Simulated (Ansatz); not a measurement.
**SiH3O3F: single-point calculation**

System: SiH3O3F.
Method: RKS PBE-D4/def2-TZVPP (Ansatz 0.2.0).

The geometry comes from this level: PBE0-D4/def2-TZVP.

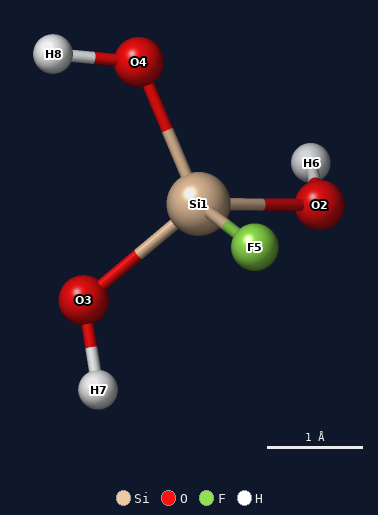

Figure 1. The input geometry (ball-and-stick view, seen at a tilt; atoms are numbered from 1 in the order of the input). Bond lengths as drawn: F–Si 1.58 Å, H–O 0.96 Å and O–Si 1.62 to 1.63 Å.

### Key numbers

- outcome: converged
- total energy: −16782.1879 eV
- mean-field energy: −16782.0358 eV
- dispersion energy: −0.1521 eV
- SCF solution under orbital rotations: stable
- hardware: 4 threads of Arm Neoverse V2, 23 GiB of memory available, shared host
- wall time: 1.3 s (CPU time 4.6 s)
- peak memory: 0.51 GiB

### Input file
```yaml
crystal:
  periodic: [false, false, false]
  atoms:
    - {symbol: Si, position_ang: [0.247166, -0.333822, 0.768175]}
    - {symbol: O, position_ang: [0.466831, -1.808605, 1.400257]}
    - {symbol: O, position_ang: [-1.245436, -0.037760, 0.190647]}
    - {symbol: O, position_ang: [1.285467, -0.111123, -0.455662]}
    - {symbol: F, position_ang: [0.519757, 0.654250, 1.976568]}
    - {symbol: H, position_ang: [0.558728, -2.541910, 0.791251]}
    - {symbol: H, position_ang: [-1.965225, 0.045779, 0.817209]}
    - {symbol: H, position_ang: [1.074250, 0.572900, -1.092432]}
basis:
  gaussian: {orbitals: def2-TZVPP}
hamiltonian: {xc: pbe, dispersion: d4}
```

Command:
```bash
ansatz run in.yaml --threads 4 --pin off --events-out ev --progress --plain --max-ram 9574MiB
```

### The program's output
```
Functional definition: PBE
  name "PBE"
  cite "Perdew, Burke & Ernzerhof, Phys. Rev. Lett. 77, 3865 (1996) doi:10.1103/PhysRevLett.77.3865"
  parent pbe
  parameter kappa = 0.804
  parameter beta = 0.06672455060314922
  exchange = pbe_x(kappa = kappa, mu = beta*pi^2/3)
  correlation = pbe_c(beta = beta)
1074 factors; their error is unknown
mean field evaluation 1: about -16765.6378 eV, gradient 1.1e2 eV
mean field evaluation 2: about -16719.1990 eV, gradient 1.9e2 eV
mean field evaluation 4: about -16781.7862 eV, gradient 1.4e1 eV
mean field evaluation 8: about -16782.0540 eV, gradient 1.6e-1 eV
mean field evaluation 16: about -16782.0357 eV, gradient 2.3e-4 eV
mean field -16782.03574714 eV, -616.7284384350 hartree, gradient 4.8e-5 eV, S^2 0.000000; 0 other end points of the search recorded, 0 dependent functions left out
reference -16782.03578330 eV, -616.7284397639 hartree; 25, 25 occupied and 183, 183 virtual orbitals, 1074 factors
Total energy: -16782.18785403 eV, -616.7340282600 hartree
```
